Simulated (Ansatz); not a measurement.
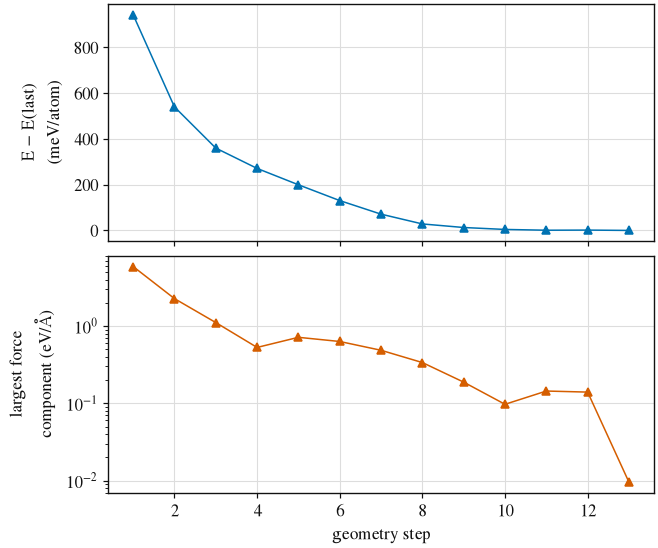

History of a geometry optimisation. Only the atoms move.

```
crystal:
  lattice:
    - [8.92303, 0.0, 0.0]
    - [0.0, 10.615148, 0.0]
    - [0.0, 0.0, 4.37218]
  atoms:
    - { symbol: La, position: [0.835, 0.06, 0.25] }
    - { symbol: La, position: [0.165, 0.94, 0.75] }
    - { symbol: La, position: [0.335, 0.44, 0.25] }
    - { symbol: La, position: [0.665, 0.56, 0.75] }
    - { symbol: Sb, position: [0.118, 0.13, 0.25] }
    - { symbol: Sb, position: [0.882, 0.87, 0.75] }
    - { symbol: Sb, position: [0.618, 0.37, 0.25] }
    - { symbol: Sb, position: [0.382, 0.63, 0.75] }
    - { symbol: I, position: [0.515, 0.825, 0.25] }
    - { symbol: I, position: [0.485, 0.175, 0.75] }
    - { symbol: I, position: [0.015, 0.675, 0.25] }
    - { symbol: I, position: [0.985, 0.325, 0.75] }
  symmetry: { tolerance: 0.0003 }
kpoints:
  mp_grid: { grid: [4, 3, 7], shift: [0, 0, 0] }
magnetization:
  spin_polarized: false
scf:
  occupations: { method: fermi_dirac, width: 0.0182 }
  lower_state_search: "off"
hamiltonian:
  pseudopotentials: { kind: paw }
  xc: pbe
basis:
  ecutwfc: 420
  fft_grid_basis: typed
relax:
  max_steps: 80
output:
  forces: true
  stress: true
  eigenvalues: true
  bader: true
  populations: true
  elf: true
  write_potential: true
  volumetric_format: npy
  dos:
    e_range: [-12, 8]
    de: 0.05
    projected: { site_lists: { I: [I], La: [La], Sb: [Sb] } }
  write_density: true
checkpoint:
  read: saved_state
```

Launched with:
```bash
ansatz run input.yaml --threads 2 --pin off --max-ram 3584MiB --backend cpu --events-out ev --progress --plain --runs-dir out
```

> How did the optimisation end?

The optimisation met its thresholds at geometry 13, counting the start as the first. The energy fell by about 940 meV/atom from the first step to the last. Step 12 went uphill and was rejected by the line search. The largest force component goes from about 5.9 eV/Å at the start to 0.01 eV/Å at the end.

> By which step was nine tenths of the energy gained?

By step 7 of 13.
